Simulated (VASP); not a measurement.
Band structure of AlAs (space group F-43m). All values below come from PBE GGA, VASP's PBE PAW potentials (set 64) (plane waves; VASP).

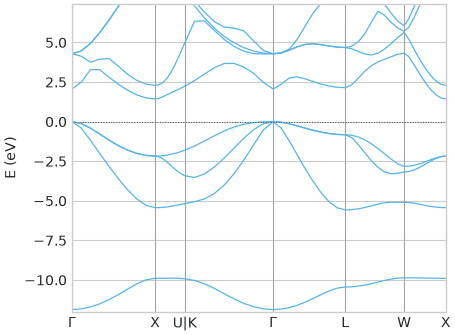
*Bands along high-symmetry lines, zero at the valence-band maximum or, without a gap, the Fermi level*

Problem. Read the plot: is there a gap, and where are the band edges?

Solution. The gap is indirect, 1.43 eV, from the valence maximum at Γ to the conduction minimum at X.

The structure is a typed AlAs crystal (F-43m). The cell was not relaxed at this level.
